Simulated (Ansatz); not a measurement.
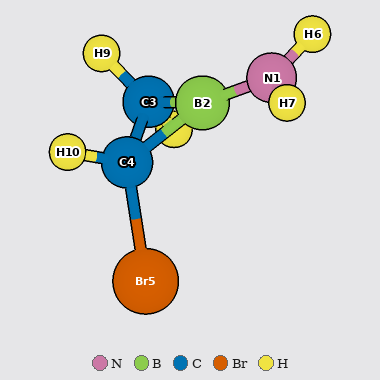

The system is C2H5BBrN, SMILES NB1CC1Br; the picture shows the reference structure. 
- Coordinates scanned: (1) umbrella angle at N1 (between each of its bonds and their common axis; 90 is planar); (2) change of the bonds N1–B2, N1–H6, N1–H7, all alike.
- Nothing is relaxed (all other coordinates rigid).
- The scan uses a 9 × 9 grid.
- Points are written as (first, second).
- Energies are in kJ/mol, from the lowest grid point.
- Computed with RKS BHLYP-D4/def2-SVP in Ansatz 0.2.0.

Its coordinates:

```json
{"atom": "N", "x (Å)": "-1.1041", "y (Å)": "0.4105", "z (Å)": "1.3702"}
{"atom": "B", "x (Å)": "-0.1834", "y (Å)": "0.0764", "z (Å)": "0.4137"}
{"atom": "C", "x (Å)": "0.7050", "y (Å)": "-0.9539", "z (Å)": "-0.2920"}
{"atom": "C", "x (Å)": "0.5855", "y (Å)": "0.4767", "z (Å)": "-0.8466"}
{"atom": "Br", "x (Å)": "-0.3672", "y (Å)": "0.7493", "z (Å)": "-2.5009"}
{"atom": "H", "x (Å)": "-1.4250", "y (Å)": "-0.2335", "z (Å)": "2.0713"}
{"atom": "H", "x (Å)": "-1.5398", "y (Å)": "1.3154", "z (Å)": "1.4090"}
{"atom": "H", "x (Å)": "0.2323", "y (Å)": "-1.7498", "z (Å)": "-0.8648"}
{"atom": "H", "x (Å)": "1.6940", "y (Å)": "-1.2245", "z (Å)": "0.0729"}
{"atom": "H", "x (Å)": "1.4858", "y (Å)": "1.0822", "z (Å)": "-0.8297"}
```

Range: umbrella angle at N1 (between each of its bonds and their common axis; 90 is planar) from 66 to 114°; change of the bonds N1–B2, N1–H6, N1–H7, all alike from −0.124 to 0.191 Å.

**What landscape does the calculation give?**

The lowest grid point is at (90°, −0.006 Å). No other kind of well shows on this grid. The highest grid point, (66°, −0.124 Å), lies 233 kJ/mol above the lowest. Round the minimum the two coordinates are nearly uncoupled.

| second ↓, first → | 66 | 72 | 78 | 84 | 90 | 96 | 102 | 108 | 114 |
| --- | --- | --- | --- | --- | --- | --- | --- | --- | --- |
| 0.191 | 187 | 181 | 181 | 182 | 182 | 181 | 179 | 178 | 184 |
| 0.152 | 139 | 129 | 125 | 124 | 124 | 123 | 123 | 126 | 135 |
| 0.113 | 99 | 84 | 77 | 74 | 73 | 73 | 75 | 81 | 95 |
| 0.073 | 69 | 50 | 40 | 35 | 33 | 34 | 38 | 47 | 65 |
| 0.034 | 54 | 31 | 17 | 10 | 8 | 9 | 15 | 28 | 49 |
| −0.006 | 57 | 30 | 13 | 3 | 0 | 2 | 10 | 26 | 53 |
| −0.045 | 83 | 52 | 31 | 20 | 16 | 19 | 29 | 48 | 79 |
| −0.084 | 139 | 102 | 78 | 65 | 60 | 64 | 76 | 99 | 134 |
| −0.124 | 233 | 192 | 164 | 148 | 143 | 147 | 162 | 189 | 228 |

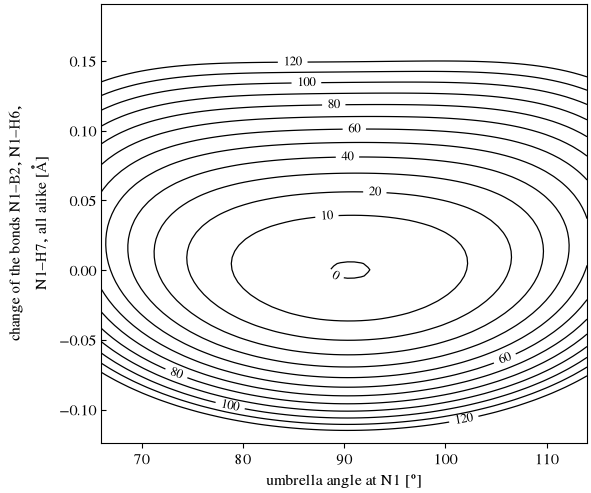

The picture shows contour lines labelled in kJ/mol (none above 120). Between grid points the surface is interpolated.

Time for the 81 points that were run: 10 min on 1 thread of Arm Neoverse V1, on a shared host.
